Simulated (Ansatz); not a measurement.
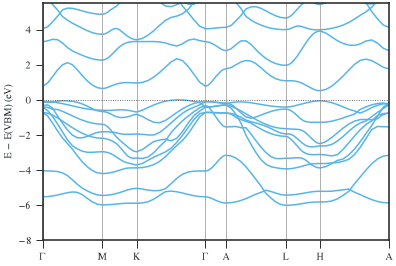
Figure. Band structure from DFT-r²SCAN+D4 in the program Ansatz with PAW potentials

Task: Read off the gap and where the band edges lie.

Result: About 0.5 eV (0.52 eV by a search for the band edges); maximum on the K–Γ line, 61 % of the way from K, minimum at H.

The material is In2Se3 in space group P3m1 (No. 156; Pearson symbol hP5).

The start of the workflow was typed in or built on a structure type; neither database checked (COD, Materials Project) lists it. COD files the formula under space group No. 160, 166, 169, 170. Its standing as an ambient phase is unchecked. Symmetry was held in the r²SCAN+D4 relaxation; whether a distortion lowers the energy is not shown. Spin–orbit coupling is left out wherever it is not named.

Potentials: the earlier of the program's two PAW sets.
